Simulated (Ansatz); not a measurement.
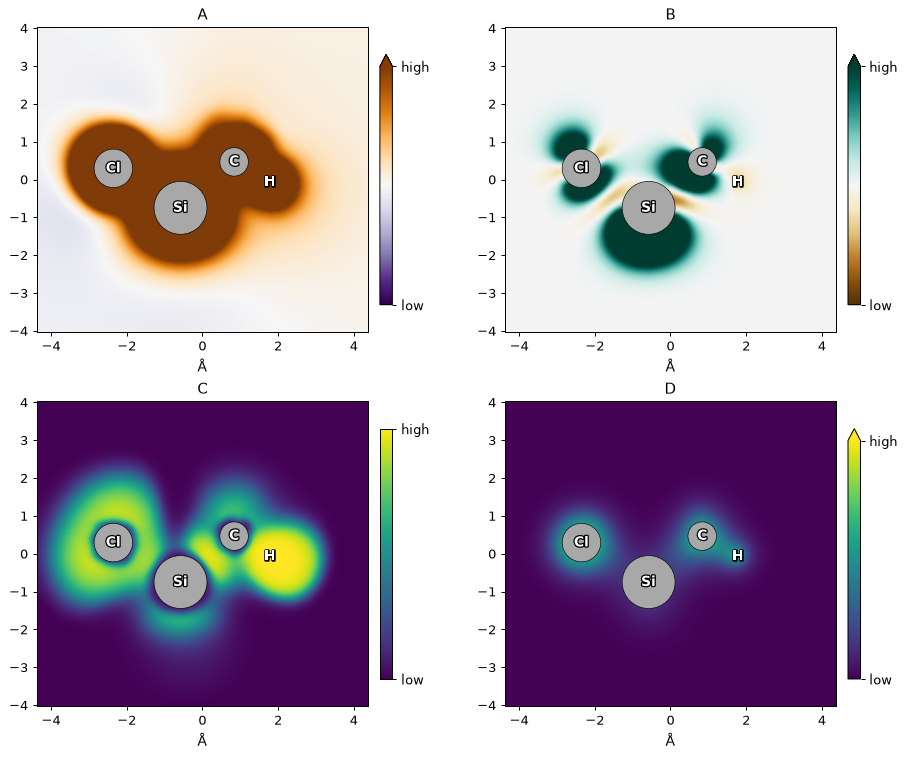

CH3BrClSi (SMILES C[Si](Cl)Br) (doublet): 4 fields on the plane of atoms C1, Si2 and Cl3, with unlabelled colour scales. Grey discs cover the atomic cores.

Geometry: PBE0-D4/def2-TZVP.

Computed with UKS PBE0-D4/def2-TZVPP (Ansatz).

### The panels show electron density, electron localisation function, electrostatic potential and spin density in some order. Assign them.

Panel A: electrostatic potential (strongly positive close to the atoms and fading to about zero outside). Panel B: spin density (confined to the atoms that carry the unpaired spin). Panel C: electron localisation function. Panel D: electron density. From the grid: C–Si (1.86 Å): the density is about 0.97 e/Å³ at the midpoint; the ELF peaks at about 0.95 between the atoms (localised, covalent bonding). Si–Cl (2.06 Å): the density is about 0.89 e/Å³ at the midpoint; the ELF peaks at about 0.85 between the atoms (a polar covalent bond).
